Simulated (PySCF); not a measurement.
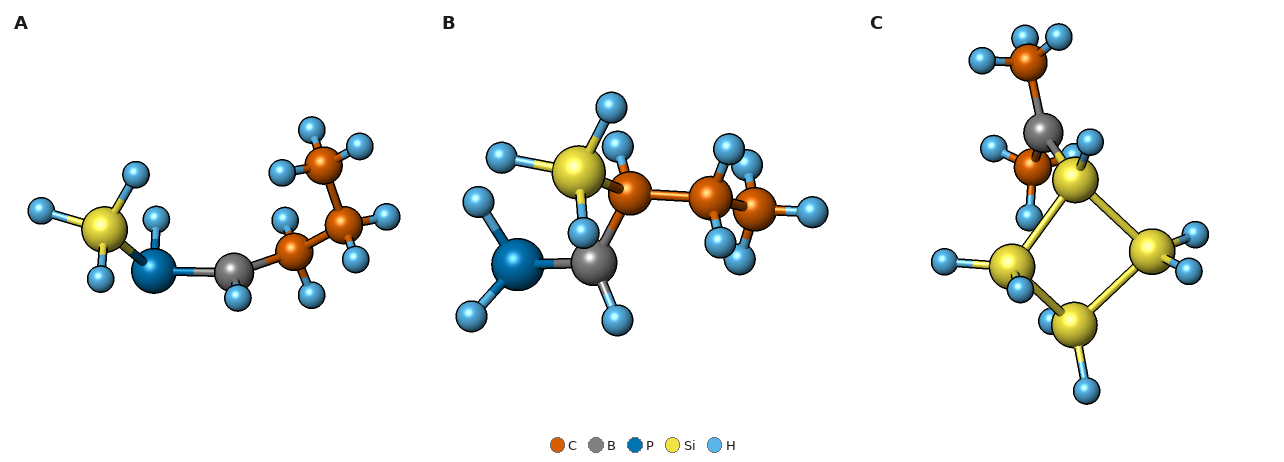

(Drawn from a calculation with PySCF.)

> Match each picture to its SMILES.
(1) CC[C@H]([SiH3])BP
(2) CB(C)[SiH]1[SiH2][SiH2][SiH2]1
(3) CCCBP[SiH3]

A is (3), B is (1), C is (2).
